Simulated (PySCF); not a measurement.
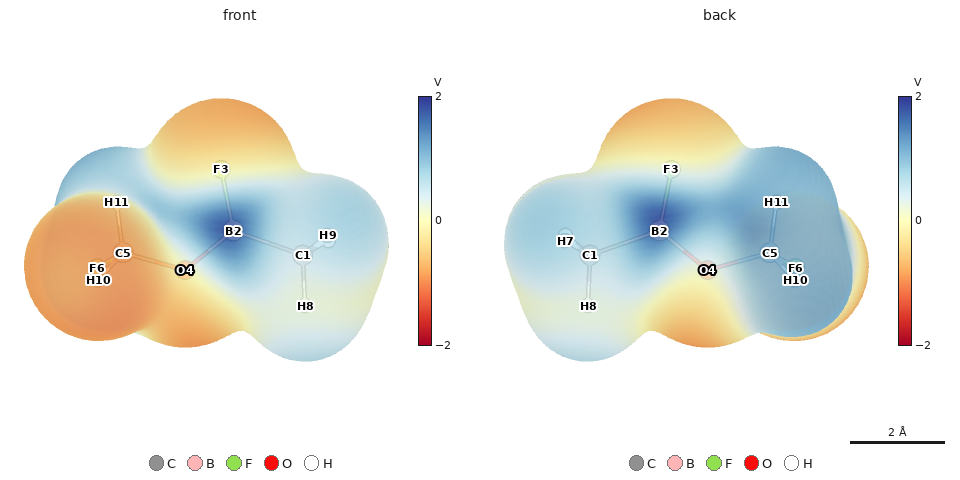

Figure. C$_{2}$H$_{5}$BF$_{2}$O. The molecular electrostatic potential painted on the density surface at 0.002 e/bohr³, seen from the front and from behind; red is negative and blue positive.

Geometry: GFN2-xTB.

Theory: CAM-B3LYP/def2-SVPD, SCF density, gas phase in PySCF 2.14.0.

| atom | x (Å) | y (Å) | z (Å) |
| --- | --- | --- | --- |
| C | 1.9390 | 0.1238 | 0.2974 |
| B | 0.3959 | 0.3089 | 0.0334 |
| F | -0.0407 | 1.2958 | -0.7600 |
| O | -0.5084 | -0.5383 | 0.5522 |
| C | -1.8773 | -0.4112 | 0.4166 |
| F | -2.3949 | 0.0942 | 1.5740 |
| H | 2.4493 | -0.1760 | -0.6153 |
| H | 2.1340 | -0.6279 | 1.0538 |
| H | 2.3929 | 1.0598 | 0.6131 |
| H | -2.3194 | -1.4067 | 0.2761 |
| H | -2.1649 | 0.2803 | -0.3876 |

Q: Describe the electrostatic potential map.

A: The most negative region (about −1.0 V) lies over F6, the most positive (about +1.7 V) over B2.
